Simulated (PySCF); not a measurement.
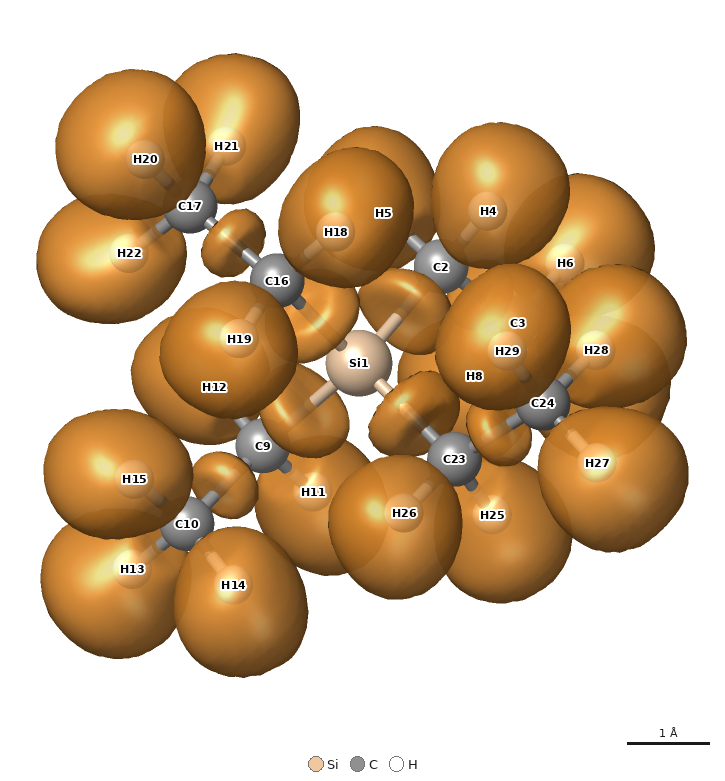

*C8H20Si (SiEt4). Isosurface of the ELF at 0.8 (orange), seen across its widest extent. Core shells and regions of very low density are left out.*

Geometry: PBE0-D3(BJ)/def2-SVP.

Method: PBE0/pcSseg-1, SCF density, gas phase, non-relativistic (PySCF).

The calculation's input:

```
{"job": {"kind": "nmr", "xc": "PBE0", "basis": "pcSseg-1"}, "charge": 0, "multiplicity": 1}
Si    -0.006032     0.004834     0.001055
C      0.033593    -0.019023     1.894149
C      0.617403    -1.290136     2.505148
H     -0.996920     0.140532     2.257186
H      0.602481     0.863483     2.236652
H      0.612902    -1.261993     3.606695
H      0.050526    -2.184593     2.201330
H      1.661301    -1.450516     2.190973
C      1.768394    -0.016431    -0.657679
C      1.894983     0.070728    -2.176036
H      2.258832    -0.933225    -0.284980
H      2.311542     0.819621    -0.181469
H      2.945900     0.063863    -2.506532
H      1.392773    -0.773106    -2.675782
H      1.438114     0.993667    -2.568626
C     -0.889577     1.573608    -0.586286
C     -0.180729     2.877786    -0.228925
H     -1.909745     1.566130    -0.162632
H     -1.026907     1.499622    -1.679954
H     -0.734675     3.761884    -0.583277
H     -0.056873     2.987753     0.860196
H      0.826276     2.926238    -0.673734
C     -0.932041    -1.515529    -0.643614
C     -2.347175    -1.689296    -0.098874
H     -0.320586    -2.406854    -0.415210
H     -0.954588    -1.452008    -1.746093
H     -2.835743    -2.594814    -0.493020
H     -2.352606    -1.770538     1.000197
H     -2.990323    -0.833848    -0.360295
```

Run with:

```sh
OMP_NUM_THREADS=2 python probes_run.py task.json out
```

Describe the localisation domains.

Answer. The ELF exceeds this value in four regions between bonded C–C atoms (shared pairs), four regions between bonded C–Si atoms (shared pairs) and 20 regions around hydrogen nuclei.

Values along the shortest contacts:
C–C (1.53 Å): the ELF peaks at about 0.95 between the atoms; a shared electron pair. C–Si (1.89 Å): the ELF peaks at about 0.95 between the atoms; localised, covalent bonding.
